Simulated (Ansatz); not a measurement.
**Computed map of one atom of the cell: InSb (zinc blende)**

Relaxed InSb (zinc blende):

```yaml
crystal:
  lattice:
    - [0.00000, 3.31730, 3.31730]
    - [3.31730, 0.00000, 3.31730]
    - [3.31730, 3.31730, 0.00000]
  atoms:
    - { symbol: Sb, position: [0.75000, 0.75000, 0.75000] }
    - { symbol: In, position: [0.00000, 0.00000, 0.00000] }
```

In this cell atom 1 (Sb, nearest neighbour In at 2.873 Å; its periodic images, 4.7 Å or more away, move with it) is moved by u·(1.000, 0.000, 0.000) + v·(0.000, 1.000, 0.000); the rest is frozen.

Calculation: PBE (plane waves to 420 eV, PAW, scalar-relativistic; Ansatz, a first-principles code). k mesh 10×10×10 (Γ-centred), Fermi-Dirac smearing 0.05 eV. The energy includes the smearing's −TS. With partly filled bands, energies and forces of such displacements shift with the k mesh and the smearing. At this level the bands of InSb touch or barely overlap; measurements give the solid a gap. InSb was relaxed with its symmetry unable to fall. Spin-orbit coupling is left out, though Sb is heavy. ΔE is measured from the undisplaced structure. Axes are in Å.

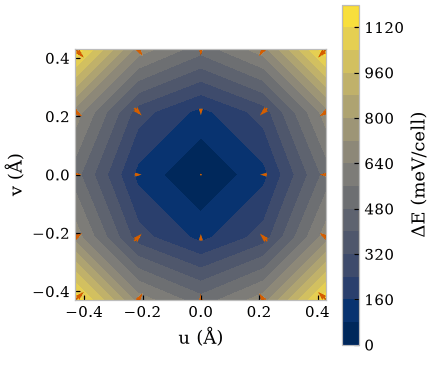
ΔE (meV/cell) over the plane, with arrows for the in-plane force on the moved atom.

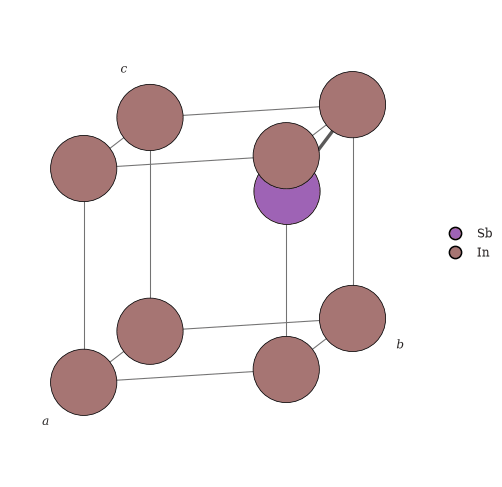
Fig. 1. The cell of the calculation at u = 0.430 Å, v = -0.430 Å.

Principal force constants in the plane (five-point differences of the forces): 5.9 eV/Å², isotropic. Lowest place on the grid: u = 0.000 Å, v = 0.000 Å (0 meV/cell). Centre of the map: a minimum. Highest place on the grid, met at several equal points: u = -0.430 Å, v = -0.430 Å; u = 0.430 Å, v = -0.430 Å; u = -0.430 Å, v = 0.430 Å; u = 0.430 Å, v = 0.430 Å (1179 meV/cell).

(For displaced atoms, the force is minus the slope of the energy, and its curvature is a force constant, which sets phonon frequencies.)
